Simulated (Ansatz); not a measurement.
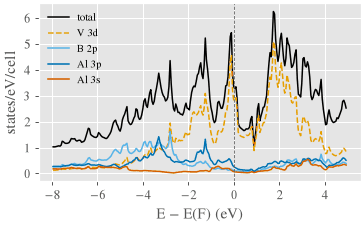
Figure. Total and projected density of states of AlVB in space group Cmcm (No. 63; Al on 4c, B on 4c, V on 4c), PBEsol in the plane-wave PAW code Ansatz

Problem. Which orbitals carry the states next to the Fermi level?

Solution. Within 0.5 eV of the Fermi level: V 3d 79 %, Al 3p 10 %. Projections are on Löwdin-orthogonalised atomic valence shells; empty p or d shells of many metals are not among them.

The start of the workflow was typed in or built on a structure type; neither database checked (COD, Materials Project) lists it. Whether it is the stable phase at ambient conditions was not checked. The cell was relaxed with PBEsol under the symmetry of its start; its stability against distortions is not shown here. The workflow began spin-polarised and lost its moments.

Potentials: the earlier of the program's two PAW sets. The files were generated under PBE; for other functionals the program regenerates the frozen cores, and for LDA and PBEsol the local potential too.
